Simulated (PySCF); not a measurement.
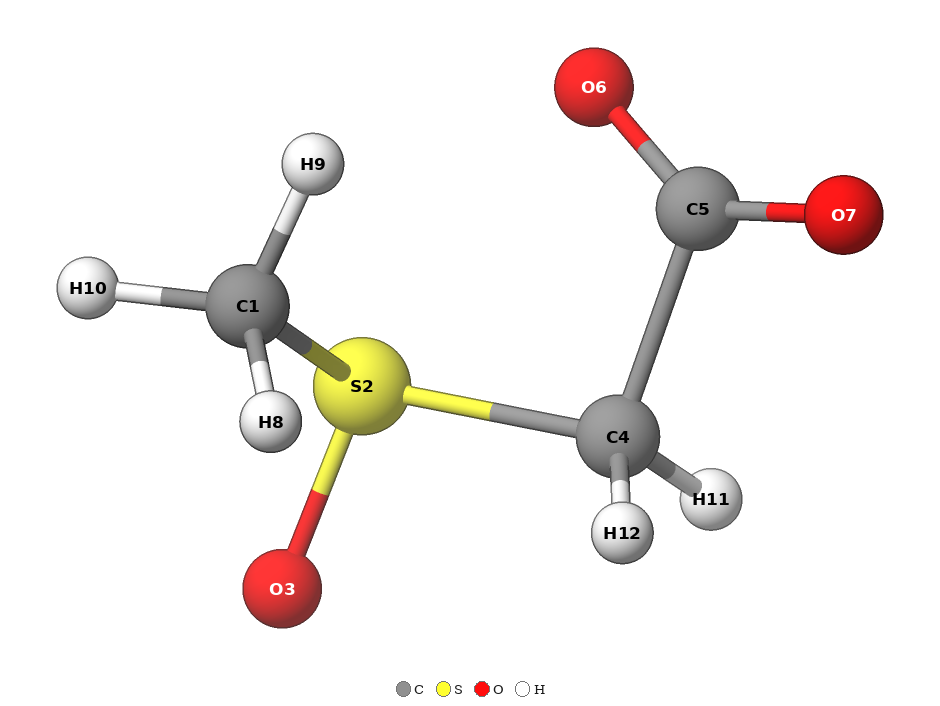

The species is neutral and a spin doublet. Computed geometry: GFN2-xTB optimisation. No frequency run is at hand to confirm it as a minimum. Method: UKS B3LYP, pcH-1 on C H O S, non-relativistic (PySCF 2.14.0). Fermi-contact and spin-dipolar terms alone, no spin-orbit part.

Question. Which nucleus has the largest dipolar (anisotropic) hyperfine coupling?

Answer. 17O at O7: principal values −96.5, 46.3, 50.3 MHz.

List the isotropic and dipolar parts for the most strongly coupled nuclei, one of each equivalent set.

```csv
atom,isotope,a_iso (MHz),dipolar part (MHz)
O7,17O,−22.3,"−96.5, 46.3, 50.3"
O3,17O,−17.1,"−93.1, 45.4, 47.7"
C4,13C,3.8,"−31.9, −28.6, 60.5"
O6,17O,−14.2,"−49.9, 24.8, 25.2"
S2,33S,12.7,"−13.8, −9.5, 23.3"
H12,1H,−20.6,"−13.6, −0.6, 14.2"
H11,1H,−10.2,"−13.2, −0.6, 13.8"
C5,13C,−50.2,"−8.1, 2.0, 6.1"
```
